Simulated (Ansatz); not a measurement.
## Electronic structure of ClF2GeHO···H (doublet) in real space

| atom | x (Å) | y (Å) | z (Å) |
| --- | --- | --- | --- |
| Ge | -0.0367 | 0.0462 | -0.0196 |
| Cl | 0.0307 | -0.0350 | 2.1709 |
| F | 1.5882 | 0.0208 | -0.6055 |
| O | -0.8430 | 1.4455 | -0.7251 |
| H | -1.7854 | 1.2335 | -0.8736 |
| F | -0.8083 | -1.3965 | -0.5961 |
| H | 0.0222 | -0.0274 | 4.7391 |

Not at a stationary point (largest force 0.8 eV/Å).

All numbers below come from UKS PBE/def2-SVP in Ansatz 0.2.0.

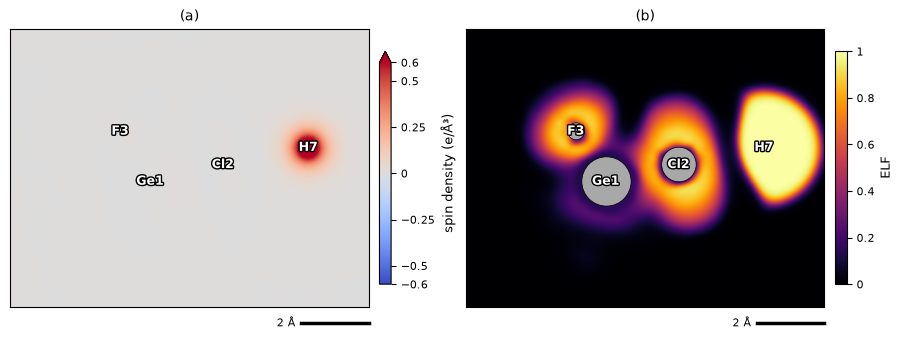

Figure 1. (a) spin density; (b) ELF on the plane of atoms Cl2, Ge1 and F3. Grey discs cover the atomic cores in the ELF map.

Question: What does the map show?

Answer: The plane passes through Ge, Cl, F and H nuclei. Cl2···H7 (2.57 Å): the ELF dips to about 0.10 between them. Ge–F (1.73 Å): the ELF peaks at about 0.80 in the valence shell of F, 0.5 Å from its nucleus, and is about 0.25 at the midpoint. Ge–Cl (2.19 Å): the ELF peaks at about 0.80 in the valence shell of Cl, 0.8 Å from its nucleus, and is about 0.65 at the midpoint. The ELF also peaks beside Cl2 and F3, away from the bonds: non-bonding electrons, paired or unpaired. The unpaired spin (1 electron) lies mostly on H7 (about 0.9), in electrons by Hirshfeld's partition.

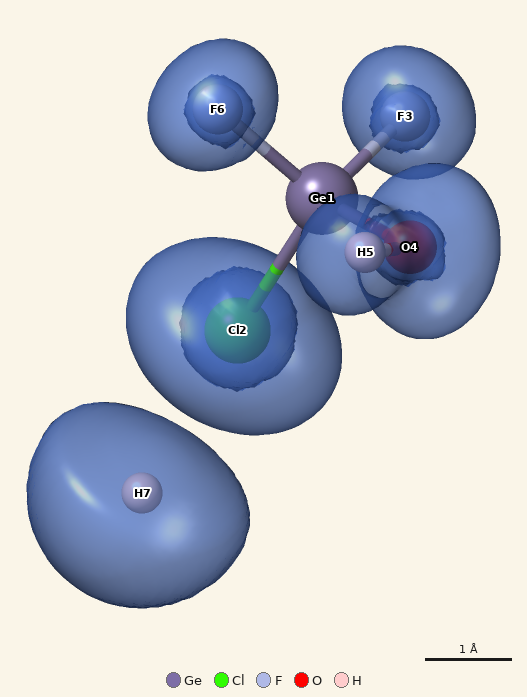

Figure 2. Isosurface of the ELF at 0.75 (blue), seen at an oblique angle. Only the valence region is drawn (cores and ρ < 0.01 e/Å³ removed).

Question: Identify the bonds, lone pairs and shells in this picture.

Answer: The ELF exceeds this value in one region around a hydrogen nucleus, one region wrapped around Cl (its valence shell), two regions wrapped around F (the valence shell of each) and one joined region spread over several atoms (H, O), in which their bonds and any lone pairs are merged.

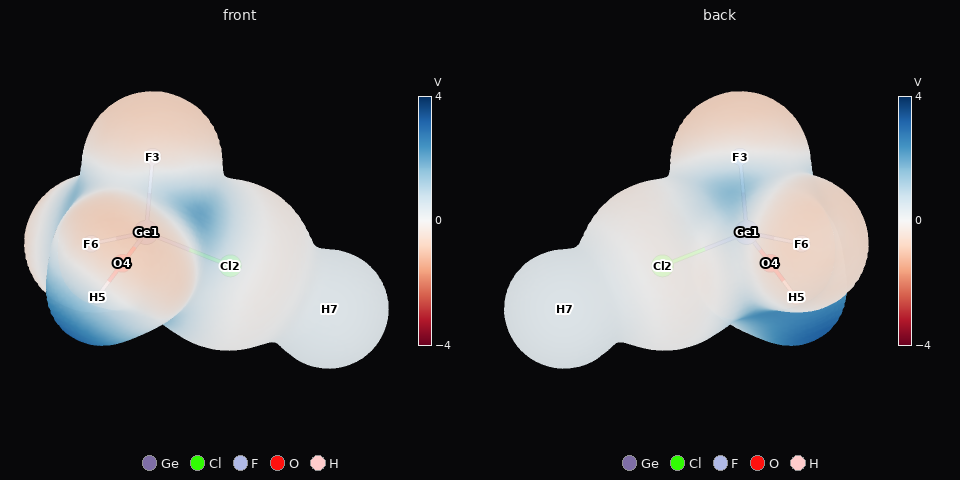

Figure 3. The molecular electrostatic potential painted on the density surface at 0.002 e/bohr³, seen from the front and from behind; red is negative and blue positive.

Question: Which sites attract a positive test charge, and which a negative one?

Answer: A positive charge is drawn to the negative regions and a negative charge to the positive ones. The most negative region (about −0.9 V) lies over O4, the most positive (about +3.1 V) over H5.
